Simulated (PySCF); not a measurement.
# C$_{3}$H$_{7}$BrSi$_{2}$ (SMILES [SiH3]C#CC[SiH2]Br): what the fields show

| atom | x (Å) | y (Å) | z (Å) |
| --- | --- | --- | --- |
| Si | -3.0296 | 0.6390 | 0.1486 |
| C | -1.2703 | 0.1016 | 0.2709 |
| C | -0.1263 | -0.2635 | 0.3784 |
| C | 1.2539 | -0.6745 | 0.4557 |
| Si | 2.2149 | -0.0551 | -1.0659 |
| Br | 4.3088 | -0.7623 | -0.8044 |
| H | -3.3341 | 1.4873 | 1.3034 |
| H | -3.8778 | -0.5553 | 0.1380 |
| H | -3.1828 | 1.3922 | -1.1006 |
| H | 1.6986 | -0.2772 | 1.3735 |
| H | 1.3033 | -1.7661 | 0.5179 |
| H | 2.2922 | 1.3967 | -1.1176 |
| H | 1.7449 | -0.6623 | -2.3015 |

Geometry: GFN2-xTB.

Theory: CAM-B3LYP/def2-SVPD, SCF density, gas phase (PySCF).

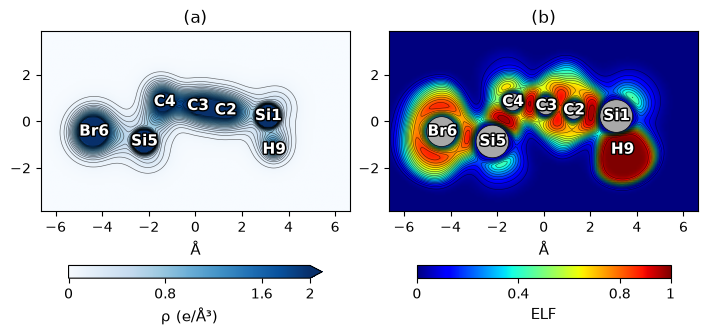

Figure 1. (a) total electron density; (b) ELF on the plane of atoms C4, Si5 and Br6. Grey discs cover the atomic cores in the ELF map.

Interpret the plot.

Answer.
- The section cuts through Si, C, Br and H sites.
- C–C (1.21 Å): ρ at the midpoint is about 2.7 e/Å³; the ELF peaks at about 0.85 between the atoms: a multiple bond.
- C–Si (1.84 Å): ρ at the midpoint is about 0.94 e/Å³; the ELF peaks at about 0.95 between the atoms, as expected for a shared electron pair.
- Si–Br (2.23 Å): ρ at the midpoint is about 0.76 e/Å³; the ELF peaks at about 0.90 between the atoms, as expected for a polar covalent bond.
- C–Si (1.90 Å): ρ at the midpoint is about 0.93 e/Å³; the ELF peaks at about 0.95 between the atoms (a shared electron pair).
- Si–H (1.47 Å): the density is about 0.8 e/Å³ at the midpoint; the ELF climbs to about 1 towards the hydrogen, as it does in any bond to H.
- The ELF also peaks beside Br6, away from the bonds: lone-pair regions.

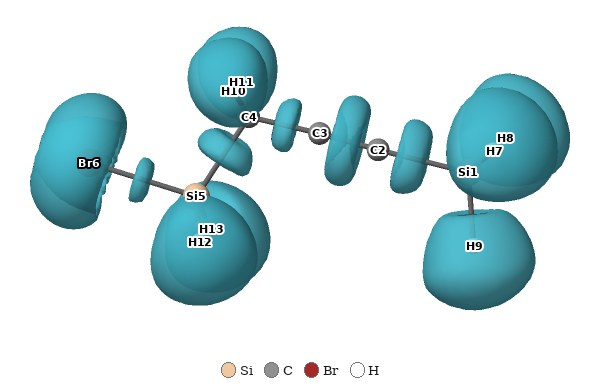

Figure 2. Isosurface of the ELF at 0.8 (cyan), seen across its widest extent. Core shells and regions of very low density are left out.

Identify the bonds, lone pairs and shells in this picture.

Answer. At this value the surface marks out one region between bonded Br–Si atoms (shared pairs), two regions between bonded C–C atoms (shared pairs), two regions between bonded C–Si atoms (shared pairs), seven regions around hydrogen nuclei and one ring or bowl of non-bonding electrons around Br.

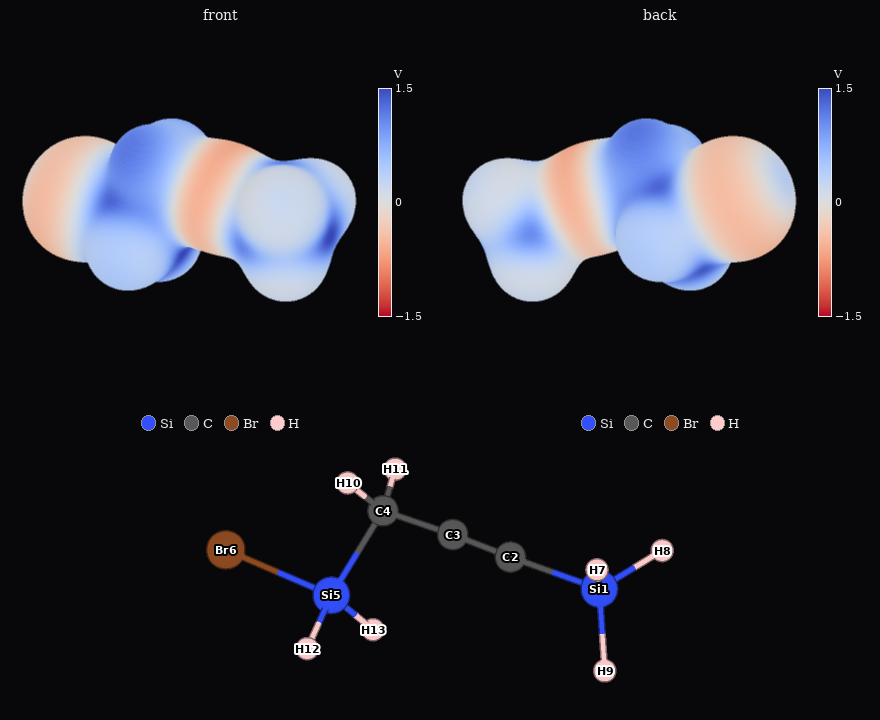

Figure 3. The electrostatic potential painted on the density surface at 0.002 e/bohr³, seen from the front and from behind; red is negative and blue positive. The bare structure is drawn below in the same view.

Where is the surface potential most negative and most positive?

Answer. The most negative region (about −0.6 V) lies over C2 and C3, the most positive (about +1.4 V) over Si1 and Si5. Br6 shows a σ-hole: about +0.3 V at the tip opposite its bond, against about −0.4 V on its flanks.

What dipole moment does the calculation give?

Answer. Its dipole moment is 1.02 D.
